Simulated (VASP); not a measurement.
Band structure of PbSe (rock salt). Calculation: PBE GGA with D3 dispersion (zero damping), VASP's PBE PAW potentials (set 64) (plane waves; VASP).

Unless said otherwise, spin-orbit coupling is left out, though it shifts the bands of the heavy elements here.

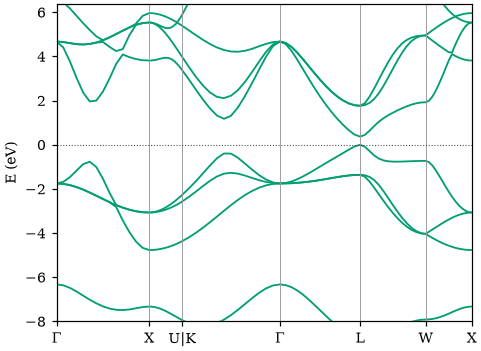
Figure. Bands along high-symmetry lines, zero at the valence-band maximum or, without a gap, the Fermi level

Task: Read the plot: is there a gap, and where are the band edges?

Result: The gap is direct, 0.37 eV, from the valence maximum at L to the conduction minimum at L. (Edges off the drawn lines would not show.)

The compound is PbSe in the rock salt structure. It was relaxed first.
